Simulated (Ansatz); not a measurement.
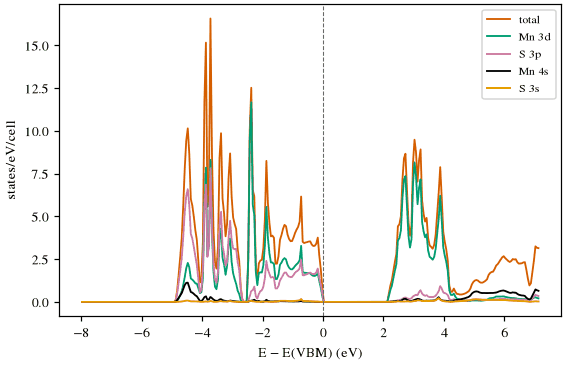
*Total and projected density of states of MnS in space group I-4m2 (No. 119; Mn on 2a, S on 2c), r²SCAN (plane waves, PAW; program Ansatz)*

**Question.** Which orbitals carry the states next to the gap?

**Answer.** Top 1 eV of the valence band: Mn 3d 49 %, S 3p 46 %. Bottom 1 eV of the conduction band: Mn 3d 83 %, outside the projected shells 11 %. Projections are on Löwdin-orthogonalised atomic valence shells; empty p or d shells of many metals are not among them.

**Question.** Where is the tallest occupied peak in this window, and what makes it?

**Answer.** Near -3.7 eV, about 17 states/eV per cell; the largest projected share is Mn 3d.

The workflow started from an entry of the Crystallography Open Database (COD); the relaxed space group is not among those it files for this formula. COD files the formula under space group No. 186, 216, 225, so this cell is another polymorph or a model. Its standing as an ambient phase is unchecked. Symmetry was held in the r²SCAN relaxation, as lowered by the spin order; its stability against distortions is not shown here. The final state is antiferromagnetic, chosen from 3 collinear starts compared on coarse meshes (ties went to the first, and starts can fall back to one state), not a proven ground state. Other orbital occupations within this spin state were not tried. No Hubbard U is applied.

Potentials: the later of the program's two PAW sets.
